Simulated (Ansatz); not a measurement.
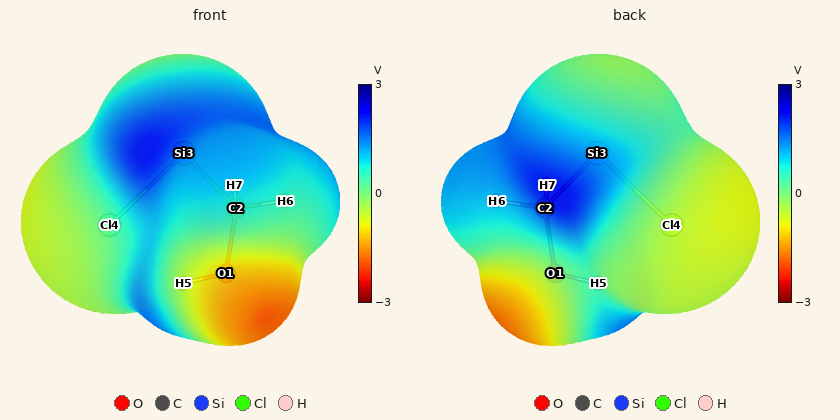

CH₃ClOSi. The molecular electrostatic potential painted on the density surface at 0.002 e/bohr³, seen from the front and from behind; red is negative and blue positive.

Computed with RKS PBE-D4/6-31G (Ansatz 0.2.0).

```xyz
7

O    -0.7521    1.3967   -0.2974
C     0.3251    0.6609    0.3074
Si    0.4692   -1.3081    0.2335
Cl   -1.1760   -1.5552   -1.3072
H    -1.2094    0.8228   -0.9683
H     0.3770    0.9472    1.3795
H     1.3173    0.9820   -0.1140
```

Q: Which sites attract a positive test charge, and which a negative one?

A: A positive charge is drawn to the negative regions and a negative charge to the positive ones. The most negative region (about −1.9 V) lies over O1, the most positive (about +2.3 V) over Si3. O1 is the likeliest acceptor of a hydrogen bond.
